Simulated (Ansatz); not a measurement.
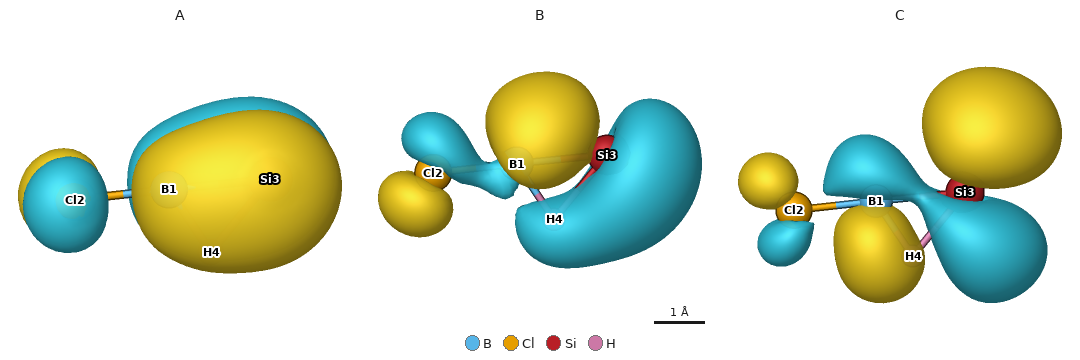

Figure 1: BClHSi (doublet). Three frontier orbitals at ±0.08 Å⁻³ᐟ² (yellow and cyan are the two phases), in no order.

Geometry: r2SCAN-D4/def2-TZVP.

These are results of Ansatz, isolated molecule in a Gaussian basis; Kohn-Sham density functional theory, functional PBE0, not measurements.

Question: Which picture is the HOMO−1, the HOMO and the LUMO? All are α orbitals.

Answer: B is the HOMO−1 (α) (−7.41 eV). Its weight (Hirshfeld) is mainly on Si3 (about 55 %), B1 (about 30 %), Cl2 (about 10 %) and H4 (about 5 %); it is symmetric in the molecular plane (an in-plane orbital: σ, lone-pair or in-plane π type). A is the HOMO (α) (−6.54 eV). By Hirshfeld shares it lies mainly on Si3 (about 55 %), B1 (about 30 %) and Cl2 (about 10 %); it changes sign across the molecular plane (π type); π-bonding across B1–Si3; π-antibonding (a node) across B1–Cl2. C is the LUMO (α) (−1.34 eV). Its weight (Hirshfeld) is mainly on Si3 (about 70 %), B1 (about 15 %), Cl2 (about 10 %) and H4 (about 5 %); it is symmetric in the molecular plane (an in-plane orbital: σ, lone-pair or in-plane π type).

Question: What is the gap between the highest occupied and lowest empty α orbitals?

Answer: 5.20 eV between the orbital energies.
